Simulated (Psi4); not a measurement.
Intermolecular potential of H2O ··· C4H4O (SMILES O and c1ccoc1). Monomers: optimised at B3LYP-D3(BJ) (def2-TZVP), held rigid. Orientation: a random orientation, not optimised. Only R, the distance of the centres of mass, is varied, so the lowest point isn't the relaxed dimer.

Geometry at R = 3.79 Å (first 3 atoms: monomer A):
```
12

O     -0.0021     0.3896     0.0000
H      0.7660    -0.1907     0.0000
H     -0.7640    -0.1989     0.0000
C      3.9301     2.2420     1.0715
C      3.7542     1.0752     1.8838
C      3.4412     0.0669     1.0342
O      3.4096     0.5218    -0.2488
C      3.7099     1.8492    -0.2067
H      4.1857     3.2346     1.4007
H      3.8494     1.0038     2.9538
H      3.2223    -0.9769     1.1702
H      3.7252     2.3597    -1.1529
```

Method: SAPT0/jun-cc-pVDZ, frozen core (Psi4).

Components in kJ/mol:

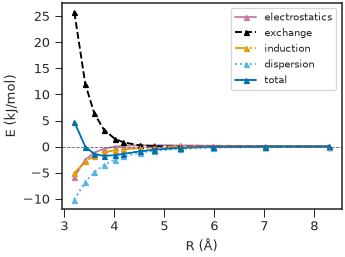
Fig. 1. Components of the interaction energy.

```json
[
 {"R / Å": "3.20", "electrostatics": "-5.74", "exchange": "25.72", "induction": "-5.12", "dispersion": "-10.12", "total": "4.74"},
 {"R / Å": "3.42", "electrostatics": "-2.46", "exchange": "11.95", "induction": "-2.79", "dispersion": "-6.73", "total": "-0.03"},
 {"R / Å": "3.60", "electrostatics": "-1.13", "exchange": "6.36", "induction": "-1.75", "dispersion": "-4.89", "total": "-1.41"},
 {"R / Å": "3.79", "electrostatics": "-0.39", "exchange": "3.26", "induction": "-1.11", "dispersion": "-3.53", "total": "-1.77"},
 {"R / Å": "4.01", "electrostatics": "0.02", "exchange": "1.50", "induction": "-0.69", "dispersion": "-2.46", "total": "-1.63"},
 {"R / Å": "4.18", "electrostatics": "0.16", "exchange": "0.82", "induction": "-0.49", "dispersion": "-1.88", "total": "-1.38"},
 {"R / Å": "4.51", "electrostatics": "0.27", "exchange": "0.25", "induction": "-0.27", "dispersion": "-1.15", "total": "-0.90"},
 {"R / Å": "4.80", "electrostatics": "0.27", "exchange": "0.09", "induction": "-0.17", "dispersion": "-0.77", "total": "-0.58"},
 {"R / Å": "5.31", "electrostatics": "0.24", "exchange": "0.02", "induction": "-0.08", "dispersion": "-0.41", "total": "-0.23"},
 {"R / Å": "5.97", "electrostatics": "0.18", "exchange": "0.00", "induction": "-0.04", "dispersion": "-0.20", "total": "-0.05"},
 {"R / Å": "7.02", "electrostatics": "0.11", "exchange": "0.00", "induction": "-0.01", "dispersion": "-0.07", "total": "0.03"},
 {"R / Å": "8.29", "electrostatics": "0.07", "exchange": "0.00", "induction": "0.00", "dispersion": "-0.03", "total": "0.04"}
]
```
